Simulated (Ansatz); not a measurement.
We consider fcc Al, described by BLYP (Ansatz, a program for electronic structure, PAW).

Run with plane-wave cutoff 520 eV, 24×24×24 k mesh, Fermi–Dirac smearing 0.05 eV, scalar-relativistic PAW data made under PBE.

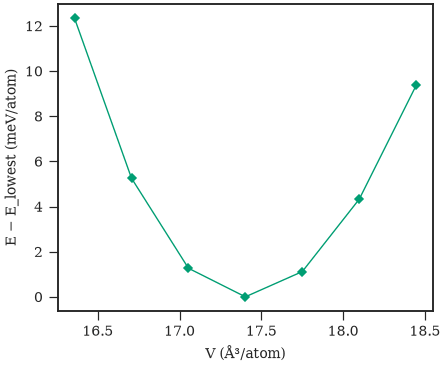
Figure: Total energy against volume

Q: From the curve, estimate the equilibrium volume and the bulk modulus.

A: V0 ≈ 17.4 Å³/atom and B0 ≈ 55 GPa; the fit gives V0 = 17.406 Å³/atom, B0 = 54.7 GPa, B′ = 5.6.

Measured, for comparison: bulk modulus 80.8 GPa (corrected for temperature and zero-point phonon effects, our sources range from 77.1 to 82.0; as tabulated in Levämäki et al. (2014), arXiv:1402.3671); equilibrium volume per atom 16.22 Å³/atom (static lattice: zero-point anharmonic expansion removed; as tabulated in Mejia-Rodriguez and Trickey (2018), arXiv:1807.09216). Computed (rounded) less measured: bulk modulus -32 % (-29 % to -33 % over the range), equilibrium volume per atom +7.3 %.

The computed numbers hold no vibrational or temperature effects.
